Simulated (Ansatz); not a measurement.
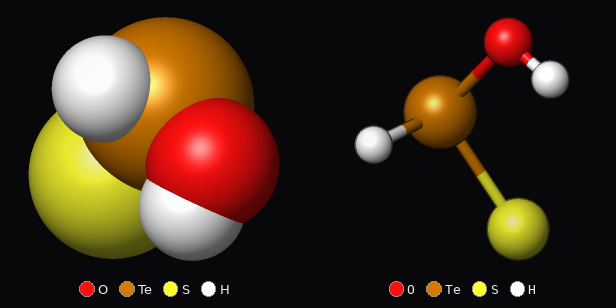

Both panels show the same species.

The computed structure is the end point of a PBE0-D4/def2-TZVP optimisation. No frequency run is at hand to confirm it as a minimum.

Count the atoms of each element.

H₂OSTe, 5 atoms: 2 hydrogen, 1 oxygen, 1 sulfur and 1 tellurium.

How many atoms are distinct by symmetry?

5: 1 O, 1 Te, 1 S, 1 H, 1 H.

Count the bonded pairs by element.

1 O–Te, 1 S–Te, 1 O–H, 1 Te–H. Sticks follow a distance rule.

More results for the same structure follow; atom numbers are the same in all pictures, views and colours differ.

### Electronic properties

No frequency run is at hand to confirm it as a minimum. Properties computed with RKS PBE0-D4/def2-TZVPP, core potentials on Te (Ansatz 0.2.0).

Estimate the HOMO energy (Kohn–Sham orbital).

−6.79 eV.

Give the LUMO energy (Kohn–Sham orbital) at this level.

−2.01 eV.

### Dipole moment

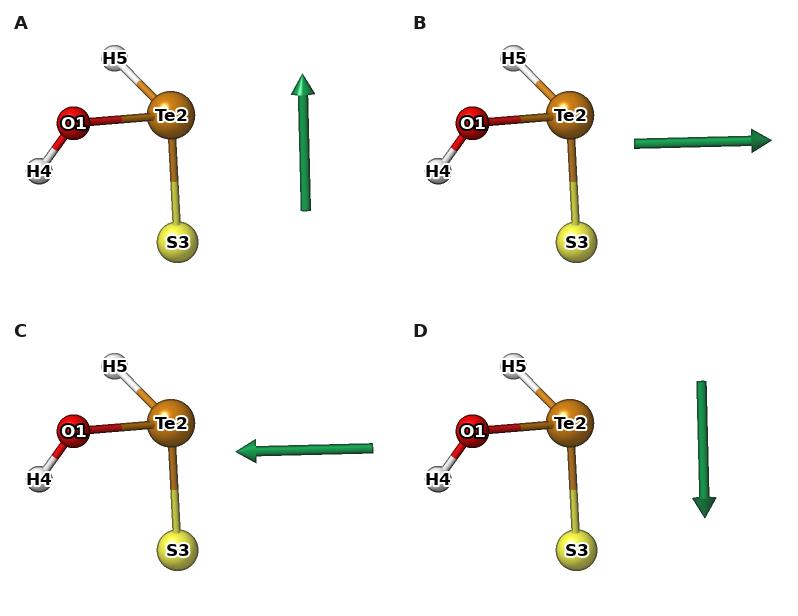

The same molecule four times, each with an arrow. No frequency run is at hand to confirm it as a minimum. Method: RKS PBE0-D4/def2-TZVP, core potentials on Te (Ansatz 0.2.0).

Which arrow points along the dipole moment, from the negative to the positive end?

A. The dipole moment is 2.37 D; it points from the side of S3 to the side of H5 (the outermost atoms at the two ends).

### Charges

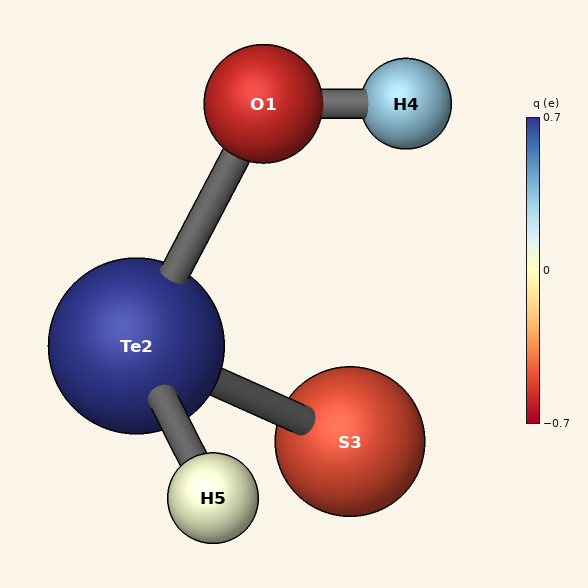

Atoms are coloured by their Mulliken charges. No frequency run is at hand to confirm it as a minimum. Properties computed with RKS PBE0-D4/def2-TZVP, core potentials on Te (Ansatz 0.2.0).

List the Mulliken charges.

| atom | value (e) |
| --- | --- |
| O1 | −0.57 |
| Te2 | 0.69 |
| S3 | −0.48 |
| H4 | 0.33 |
| H5 | 0.04 |

Mulliken values depend strongly on the basis set and can even reverse the polarity of a bond.
